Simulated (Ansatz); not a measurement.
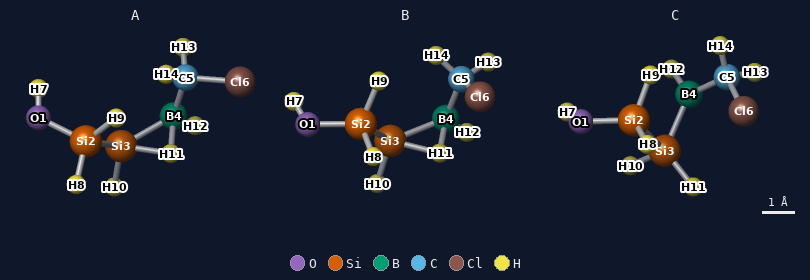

3 geometries from a converged minimum-energy path of CH8BClOSi2, shuffled. Style: ball-and-stick. Shown from a free direction.

Computed with Ansatz, RKS LDA/6-31G*. Settings: 5 movable images; climbing image; force threshold 0.03 eV/Å; iteration limit 60; starting path through a guess of the saddle point.

**One of them is the converged climbing image. Which?**

B. In order along the path, whose images run from 0 to 6: C (image 0, 0.000 eV), B (image 4, +0.296 eV), A (image 6, +0.186 eV). No bond forms or breaks between the ends. Among the angles between lasting bonds that change up to the highest image: B4–Si3–H11 119.9° → 45.3°, Si2–Si3–B4 86.1° → 117.1°.

Cost: 3.8 min on 2 threads of Intel(R) Xeon(R) Platinum 8488C (Sapphire Rapids), with other jobs on the host, peak memory 0.19 GiB.
